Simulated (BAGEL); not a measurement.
# C2H6AlF (SMILES [CH3][Al]([CH3])[F]): a chain of runs

Aim: a single-point energy (HF/cc-pVDZ), then the energy (NEVPT2(2,2)/cc-pVDZ), then a single-point energy (CASPT2(2,2)/cc-pVDZ) of C2H6AlF. 

The calculation is run with BAGEL 1.2.2.

### 1 Starting point

C2H6AlF has 10 atoms, charge 0, and is taken as a singlet. SMILES: `[CH3][Al]([CH3])[F]`. One bond was lengthened or shortened from a relaxed shape.

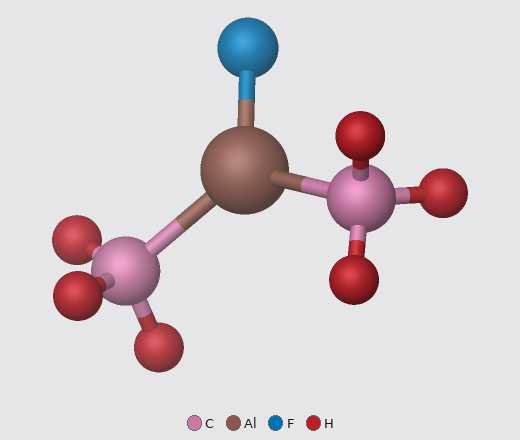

Viewed from a chosen angle; carbon pink, aluminium brown, fluorine blue, hydrogen red.

### 2 A single-point energy at HF/cc-pVDZ (density fitting with svp-jkfit) (run 1)

The input, input.json:

```json
{ "bagel": [

{
  "title": "molecule",
  "basis": "cc-pvdz.json",
  "df_basis": "svp-jkfit",
  "geometry": [
    { "atom": "C", "xyz": [ -1.24598336,  2.69904669, -1.87583286 ] },
    { "atom": "Al", "xyz": [ -0.72045053, -0.81187548, -0.94193021 ] },
    { "atom": "C", "xyz": [  1.32668978, -2.03604006,  1.84825042 ] },
    { "atom": "F", "xyz": [ -2.15418574, -2.99507607, -2.67480906 ] },
    { "atom": "H", "xyz": [ -2.23819162,  2.86690350, -3.31250092 ] },
    { "atom": "H", "xyz": [ -2.16684690,  3.73990784, -0.34194216 ] },
    { "atom": "H", "xyz": [  0.55643742,  3.65279147, -2.22599911 ] },
    { "atom": "H", "xyz": [  0.18283856, -3.13888423,  3.17294843 ] },
    { "atom": "H", "xyz": [  2.22449867, -0.50668471,  2.90611910 ] },
    { "atom": "H", "xyz": [  2.81673883, -3.30064478,  1.17021668 ] }
  ]
},
{
  "title": "hf"
},
{
  "title": "print",
  "file": "orbitals.molden",
  "orbitals": true
}

]}
```

The basis set cc-pVDZ is read from a file made from the Basis Set Exchange's data (not shown).

On the command line:

```console
$ BAGEL_NUM_THREADS=1 BAGEL input.json > input.out
```

Log:

```text
* using 1 threads per process

  ===============================================================
  ===============================================================

  *** Geometry ***

  { "atom" : "C", "xyz" : [     -1.245983,      2.699047,     -1.875833 ] },
  { "atom" : "Al", "xyz" : [     -0.720451,     -0.811875,     -0.941930 ] },
  { "atom" : "C", "xyz" : [      1.326690,     -2.036040,      1.848250 ] },
  { "atom" : "F", "xyz" : [     -2.154186,     -2.995076,     -2.674809 ] },
  { "atom" : "H", "xyz" : [     -2.238192,      2.866903,     -3.312501 ] },
  { "atom" : "H", "xyz" : [     -2.166847,      3.739908,     -0.341942 ] },
  { "atom" : "H", "xyz" : [      0.556437,      3.652791,     -2.225999 ] },
  { "atom" : "H", "xyz" : [      0.182839,     -3.138884,      3.172948 ] },
  { "atom" : "H", "xyz" : [      2.224499,     -0.506685,      2.906119 ] },
  { "atom" : "H", "xyz" : [      2.816739,     -3.300645,      1.170217 ] },

  Number of auxiliary basis functions:      463

  Since a DF basis is specified, we compute 2- and 3-index integrals:
    o Being stored without compression. Storage requirement is 0.030 GB

  Number of basis functions:       90
  Number of electrons      :       40

    * METHOD: MOLECULE                             0.24

  *** RHF ***

  === Nuclear Repulsion ===
   154.0606871648

      * DIIS with orbital gradients will be used.

  === RHF iteration (cc-pvdz.json) ===
      0       -420.38213088          0.01801931           0.06
      1       -420.58371133          0.00900243           0.06
      2       -420.65124179          0.00163373           0.06
      3       -420.65340813          0.00067623           0.05
      4       -420.65378564          0.00005896           0.05
      5       -420.65379042          0.00001165           0.05
      6       -420.65379059          0.00000283           0.05
      7       -420.65379060          0.00000116           0.05
      8       -420.65379060          0.00000030           0.05
      9       -420.65379060          0.00000009           0.05
     10       -420.65379060          0.00000003           0.05
     11       -420.65379060          0.00000001           0.05
    * SCF iteration converged.

    * Permanent dipole moment:
           (   -0.372919,    -0.603764,    -0.446041) a.u.

    * METHOD: HF                                   0.79

    * METHOD: PRINT                                0.01

  ===============================================================
```

It took 1.5 s on 1 thread of Intel Xeon 6975P-C (Granite Rapids), shared host; peak memory 0.12 GiB.

### 3 The energy at NEVPT2(2,2)/cc-pVDZ (density fitting with svp-jkfit) (run 2)

Edit input.json of step 2 so:

```diff
@@ -6,2 +6,3 @@
   "df_basis": "svp-jkfit",
+  "angstrom": "false",
   "geometry": [
@@ -23,5 +24,24 @@
 {
+  "title": "casscf",
+  "nstate": 1,
+  "nact": 2,
+  "nclosed": 19,
+  "active": [10, 28],
+  "maxiter": 200,
+  "natocc": "true"
+},
+{
+  "title": "nevpt2",
+  "nstate": 1,
+  "nact": 2,
+  "nclosed": 19,
+  "active": [10, 28],
+  "maxiter": 200,
+  "natocc": "true",
+  "ncore": 8
+},
+{
   "title": "print",
   "file": "orbitals.molden",
-  "orbitals": true
+  "orbitals": "true"
 }
```

The basis set cc-pVDZ is read from a file made from the Basis Set Exchange's data (not shown).

On the command line:

```console
$ BAGEL_NUM_THREADS=1 BAGEL input.json > input.out
```

Log:

```text
* using 1 threads per process

  ===============================================================
  ===============================================================

  *** Geometry ***

  { "atom" : "C", "xyz" : [     -1.245983,      2.699047,     -1.875833 ] },
  { "atom" : "Al", "xyz" : [     -0.720451,     -0.811875,     -0.941930 ] },
  { "atom" : "C", "xyz" : [      1.326690,     -2.036040,      1.848250 ] },
[... 6 lines of this table left out ...]
  { "atom" : "H", "xyz" : [      2.816739,     -3.300645,      1.170217 ] },

  Number of auxiliary basis functions:      463

  Since a DF basis is specified, we compute 2- and 3-index integrals:
    o Being stored without compression. Storage requirement is 0.030 GB

[... 18 lines left out ...]
    * SCF iteration converged.
[... 1 line left out ...]
    * Permanent dipole moment:
[... 27 lines left out ...]
    * Second-order optimization converged. *
[... 1 line left out ...]
     guess   0:   closed 1.                   open ..

  === FCI iteration ===

      0  0      -420.65370879     8.10e-02      0.00
      1  0      -420.66505649     1.00e-03      0.00
      2  0 *    -420.66505959     1.11e-15      0.00

     * ci vector, state   0, <S^2> = 0.0000
       2.     0.9975564251
       .2    -0.0698654333

    * METHOD: CASSCF                               3.19

    * freezing 8 orbitals

  === DF-NEVPT2 calculation ===

    * 3-index integral transformation done
    * assembly done

      NEVPT2 correlation energy:   -0.5291350754      0.16

          (+0)     -0.4763690083
          (+0)'    -0.0140512091
          (+1)     -0.0027928370
          (+1)'    -0.0000000000
          (+2)     -0.0001643450
          (-1)     -0.0258711006
          (-1)'     0.0000000000
          (-2)     -0.0098865753

      NEVPT2 total energy:       -421.1941946653

    * METHOD: NEVPT2                               0.27

    * METHOD: PRINT                                0.01

  ===============================================================
```

Wall time 4.8 s (1 thread of Intel Xeon 6975P-C (Granite Rapids), shared host); peak memory 0.14 GiB.

### 4 A single-point energy at CASPT2(2,2)/cc-pVDZ (density fitting with svp-jkfit) (run 3)

The input, calc.json:

```json
{ "bagel" : [

{
  "title" : "molecule",
  "basis" : "cc-pvdz.json",
  "df_basis" : "svp-jkfit",
  "angstrom" : "false",
  "geometry" : [
    { "atom" : "C", "xyz" : [ -1.24598336,  2.69904669, -1.87583286 ] },
    { "atom" : "Al", "xyz" : [ -0.72045053, -0.81187548, -0.94193021 ] },
    { "atom" : "C", "xyz" : [  1.32668978, -2.03604006,  1.84825042 ] },
    { "atom" : "F", "xyz" : [ -2.15418574, -2.99507607, -2.67480906 ] },
    { "atom" : "H", "xyz" : [ -2.23819162,  2.86690350, -3.31250092 ] },
    { "atom" : "H", "xyz" : [ -2.16684690,  3.73990784, -0.34194216 ] },
    { "atom" : "H", "xyz" : [  0.55643742,  3.65279147, -2.22599911 ] },
    { "atom" : "H", "xyz" : [  0.18283856, -3.13888423,  3.17294843 ] },
    { "atom" : "H", "xyz" : [  2.22449867, -0.50668471,  2.90611910 ] },
    { "atom" : "H", "xyz" : [  2.81673883, -3.30064478,  1.17021668 ] }
  ]
},
{ "title" : "hf" },
{ "title" : "casscf", "nstate" : 1, "nact" : 2, "nclosed" : 19, "active" : [10, 28], "maxiter" : 200, "natocc" : "true" },
{ "title" : "print", "file" : "orbitals.molden", "orbitals" : "true" },
{ "title" : "smith", "method" : "caspt2", "ms" : "true", "xms" : "true", "sssr" : "true", "shift" : 0.2, "shift_imag" : "true", "ncore" : 8 }

]}
```

The basis set cc-pVDZ is read from a file made from the Basis Set Exchange's data (not shown).

On the command line:

```console
$ BAGEL_NUM_THREADS=1 BAGEL calc.json > calc.out
```

Log:

```text
* using 1 threads per process

  ===============================================================
  ===============================================================

  *** Geometry ***

  { "atom" : "C", "xyz" : [     -1.245983,      2.699047,     -1.875833 ] },
  { "atom" : "Al", "xyz" : [     -0.720451,     -0.811875,     -0.941930 ] },
  { "atom" : "C", "xyz" : [      1.326690,     -2.036040,      1.848250 ] },
[... 6 lines of this table left out ...]
  { "atom" : "H", "xyz" : [      2.816739,     -3.300645,      1.170217 ] },

  Number of auxiliary basis functions:      463

  Since a DF basis is specified, we compute 2- and 3-index integrals:
    o Being stored without compression. Storage requirement is 0.030 GB

[... 18 lines left out ...]
    * SCF iteration converged.
[... 1 line left out ...]
    * Permanent dipole moment:
[... 27 lines left out ...]
    * Second-order optimization converged. *
[... 9 lines left out ...]
     * ci vector, state   0, <S^2> = 0.0000
[... 16 lines left out ...]
    * Zeroth order energy : state  0       -1.3339866844
[... 4 lines left out ...]
       #      aibj      arbs      arbi      airj      risj      airs      arst      rist         Etot      error   time
[... 2 lines left out ...]
       0  -0.47528  -0.01187  -0.02645  -0.00322  -0.00023  -0.01206  -0.00000  -0.00000   -0.5291087  0.0017820   0.10
       1  -0.47561  -0.01197  -0.02661  -0.00336  -0.00026  -0.01256  -0.00000  -0.00000   -0.5303680  0.0003685   0.08
       2  -0.47564  -0.01197  -0.02660  -0.00337  -0.00026  -0.01259  -0.00000  -0.00000   -0.5304310  0.0000797   0.09
       3  -0.47564  -0.01197  -0.02661  -0.00336  -0.00027  -0.01259  -0.00000  -0.00000   -0.5304334  0.0000190   0.11
       4  -0.47564  -0.01197  -0.02661  -0.00336  -0.00027  -0.01259  -0.00000  -0.00000   -0.5304336  0.0000046   0.12
       5  -0.47564  -0.01197  -0.02661  -0.00336  -0.00027  -0.01259  -0.00000  -0.00000   -0.5304336  0.0000010   0.12

      ------------------------------------------------------------------------------------------------------------------

    * CASPT2 energy : state  0     -421.1978885778
        w/o shift correction       -421.1954931776
        reference weight              0.8605535544

    * METHOD: SMITH                                0.84

  ===============================================================
```

Wall time 6 s (1 thread of Intel Xeon 6975P-C (Granite Rapids), shared host); peak memory 0.21 GiB.

### 5 Results

| quantity | value |
| --- | --- |
| run 1, HF/cc-pVDZ: total energy | -420.65379 Eh |
| run 1, HF/cc-pVDZ: dipole moment | 2.13 D |
| run 1, HF/cc-pVDZ: HOMO energy | -11.00 eV |
| run 1, HF/cc-pVDZ: LUMO energy | 2.46 eV |
| run 1, HF/cc-pVDZ: HOMO–LUMO gap | 13.46 eV |
| run 2, NEVPT2(2,2)/cc-pVDZ: total energy | -421.19419 Eh |
| run 3, CASPT2(2,2)/cc-pVDZ: total energy | -421.19789 Eh |
